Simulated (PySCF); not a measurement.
# BH2 (boron dihydride): UCAM-B3LYP/cc-pVTZ

Aim: the vertical doublet–quartet gap of BH2 (boron dihydride) at UCAM-B3LYP/cc-pVTZ, from 2 runs. Input form: a Python script.

The results are computed with PySCF 2.14.0.

2 further runs of the same task are left out: 2 set aside as unsound or not needed.

### 1 The system as given

BH2 has 3 atoms, charge 0, and is taken as a doublet. As SMILES, `[BH2]`. The coordinates come from a GFN2-xTB relaxation.

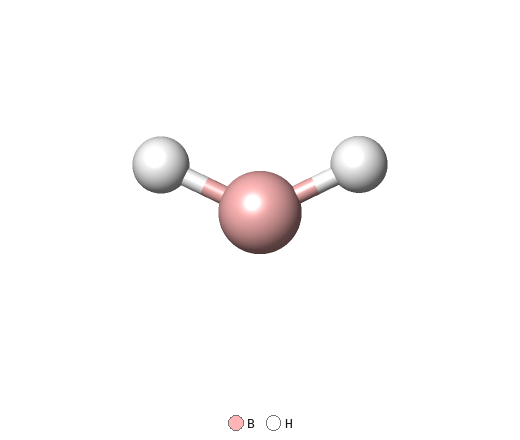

Viewed from a chosen angle; boron pink, hydrogen white.

### 2 The energy at UCAM-B3LYP/cc-pVTZ

File job.py:

```python
from pyscf import gto, dft

system = gto.M(
    atom='''
B      0.496696    -0.314129     0.243094
H      0.529161     1.861985     0.493181
H     -1.025857    -1.547856    -0.736294
''',
    spin=1,
    verbose=3,
    unit='bohr',
    basis='cc-pvtz',
    max_memory=1860,
    charge=0,
)

mf = dft.UKS(system)
mf.xc = 'cam-b3lyp'
mf.grids.level = 5
mf.conv_tol = 1e-10
mf.kernel()
if not mf.converged:
    mf = mf.newton().run(mf.mo_coeff, mf.mo_occ)

e_final = mf.e_tot
print('E = %.10f Eh' % e_final)
```

Command:

```bash
$ OMP_NUM_THREADS=1 python job.py
```

What it wrote:

```text
WARN: HOMO -0.129976757100241 >= LUMO -0.129976757100242

converged SCF energy = -25.9159900160705  <S^2> = 0.75141123  2S+1 = 2.0014107
E = -25.9159900161 Eh
```

Wall time 4.8 s (1 thread of Arm Neoverse V2, shared host); peak memory 0.29 GiB.

### 3 The quartet, same level

File calc.py:

```python
from pyscf import gto, dft

mol = gto.M(
    atom=[
    ('B', (0.262840, -0.166230, 0.128640)),
    ('H', (0.280020, 0.985320, 0.260980)),
    ('H', (-0.542860, -0.819090, -0.389630)),
],
    basis='cc-pvtz',
    verbose=3,
    spin=3,
    max_memory=1860,
)

calc0 = dft.UKS(mol)
calc0.xc = 'cam-b3lyp'
calc0.grids.level = 5
calc0.conv_tol = 1e-10
calc0.kernel()
if not calc0.converged:
    calc0 = calc0.newton().run(calc0.mo_coeff, calc0.mo_occ)

e_tot = calc0.e_tot
print('E(%s) = %.9f' % ('CAM-B3LYP', e_tot))
```

Command:

```bash
$ OMP_NUM_THREADS=1 python calc.py
```

What it wrote:

```text
WARN: HOMO -0.0846826643401393 >= LUMO -0.402433374395823

WARN: HOMO -0.259009462244845 >= LUMO -0.285600672344736

WARN: HOMO -0.244102957678176 >= LUMO -0.250555111040715

WARN: HOMO -0.245925469813987 >= LUMO -0.250419132035628

WARN: HOMO -0.245019001297162 >= LUMO -0.24948038012028

WARN: HOMO -0.245349793230276 >= LUMO -0.249734691205518

WARN: HOMO -0.2453236504777 >= LUMO -0.24970362209379

WARN: HOMO -0.245325719322178 >= LUMO -0.249701580346638

WARN: HOMO -0.245325371862542 >= LUMO -0.249700794468801

WARN: HOMO -0.245325565642806 >= LUMO -0.249700816523845

converged SCF energy = -25.7121992222239  <S^2> = 3.7528261  2S+1 = 4.0014128
E(CAM-B3LYP) = -25.712199222
```

Run time: 4.8 s. Hardware: 1 thread of Arm Neoverse V2, shared host; peak memory 0.29 GiB.

### 4 What came out

At UCAM-B3LYP/cc-pVTZ:

| quantity | value |
| --- | --- |
| doublet: total energy | -25.91599 Eh |
| doublet: dipole moment | 0.49 D |
| doublet: HOMO energy (highest over α and β) | -7.49 eV |
| doublet: LUMO energy (lowest over α and β) | -1.06 eV |
| doublet: ⟨S²⟩ | 0.751 |
| quartet: total energy | -25.71220 Eh |
| quartet: dipole moment | 1.30 D |
| quartet: HOMO energy (highest over α and β) | -6.68 eV |
| quartet: ⟨S²⟩ | 3.753 |
| vertical energy of the quartet above the doublet | 5.545 eV |

At this shape the quartet lies 5.55 eV (128 kcal/mol) above the doublet.
